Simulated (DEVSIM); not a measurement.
Structure: Schottky contact on n-type Si, at 300 K.

| layer (left to right) | material | thickness (μm) | Nd (cm⁻³) | τn (s) | τp (s) |
|---|---|---|---|---|---|
| 1 | Si | 4.20 | 2.1e17 | 2.2e-6 | 2.2e-6 |
| 2 | Si | 2.20 | 1.5e18 | 2.2e-6 | 2.2e-6 |

Left contact: Schottky, work function 4.81 eV, emission velocity 2.7e6 cm/s. Right contact: ohmic. Voltage is applied to the left contact. Recombination: SRH at mid-gap. Mobility is μmin + (μ − μmin)/(1 + (N/Nref)^α).

This is a model device: material constants are rounded textbook-type values typed into the input, and sizes, dopings and lifetimes were drawn at random. Values at 300 K.

| parameter | Si |
|---|---|
| gap (eV) | 1.124 |
| affinity (eV) | 4.05 |
| permittivity | 11.7 |
| Nc (cm⁻³) | 2.86e19 |
| Nv (cm⁻³) | 3.1e19 |
| μn (cm²/Vs) | 1417 |
| μp (cm²/Vs) | 470 |
| μn,min | 52 |
| μp,min | 45 |
| Nref,n | 9.7e16 |
| Nref,p | 2.2e17 |
| αn | 0.68 |
| αp | 0.72 |

DEVSIM, 1D drift-diffusion, Boltzmann statistics, complete ionisation; no tunnelling, impact ionisation, image-force lowering or self-heating. Metal contacts follow the ideal Schottky-Mott rule: no Fermi-level pinning, no interface dipoles.

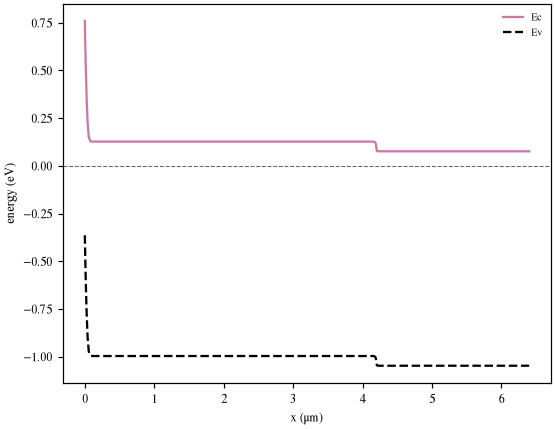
Figure. Band edges at zero bias

Energies count from the Fermi level of the right contact; mesh points crowd at the junctions.

| x (μm) | Ec (eV) | Ev (eV) | n (cm⁻³) | p (cm⁻³) | field (V/cm) |
|---|---|---|---|---|---|
| 0.000 | 0.760 | -0.364 | 4900000 | 2.4e13 | -200000 |
| 0.02592 | 0.354 | -0.770 | 3.2e13 | 3600000 | -110000 |
| 0.07951 | 0.129 | -0.995 | 1.9e17 | 600 | -2500 |
| 0.1903 | 0.127 | -0.997 | 2.1e17 | 550 | ≈ 0 |
| 0.5408 | 0.127 | -0.997 | 2.1e17 | 550 | ≈ 0 |
| 1.144 | 0.127 | -0.997 | 2.1e17 | 550 | ≈ 0 |
| 2.342 | 0.127 | -0.997 | 2.1e17 | 550 | ≈ 0 |
| 3.510 | 0.127 | -0.997 | 2.1e17 | 550 | ≈ 0 |
| 3.879 | 0.127 | -0.997 | 2.1e17 | 550 | ≈ 0 |
| 4.057 | 0.127 | -0.997 | 2.1e17 | 550 | ≈ 0 |
| 4.143 | 0.127 | -0.997 | 2.1e17 | 550 | -57 |
| 4.194 | 0.112 | -1.012 | 3.8e17 | 310 | -19000 |
| 4.215 | 0.076 | -1.048 | 1.5e18 | < 1e2 | -590 |
| 4.257 | 0.076 | -1.048 | 1.5e18 | < 1e2 | ≈ 0 |
| 4.387 | 0.076 | -1.048 | 1.5e18 | < 1e2 | ≈ 0 |
| 4.610 | 0.076 | -1.048 | 1.5e18 | < 1e2 | ≈ 0 |
| 5.067 | 0.076 | -1.048 | 1.5e18 | < 1e2 | ≈ 0 |
| 5.728 | 0.076 | -1.048 | 1.5e18 | < 1e2 | ≈ 0 |
| 6.157 | 0.076 | -1.048 | 1.5e18 | < 1e2 | ≈ 0 |
| 6.294 | 0.076 | -1.048 | 1.5e18 | < 1e2 | ≈ 0 |
| 6.361 | 0.076 | -1.048 | 1.5e18 | < 1e2 | ≈ 0 |
| 6.400 | 0.076 | -1.048 | 1.5e18 | < 1e2 | ≈ 0 |
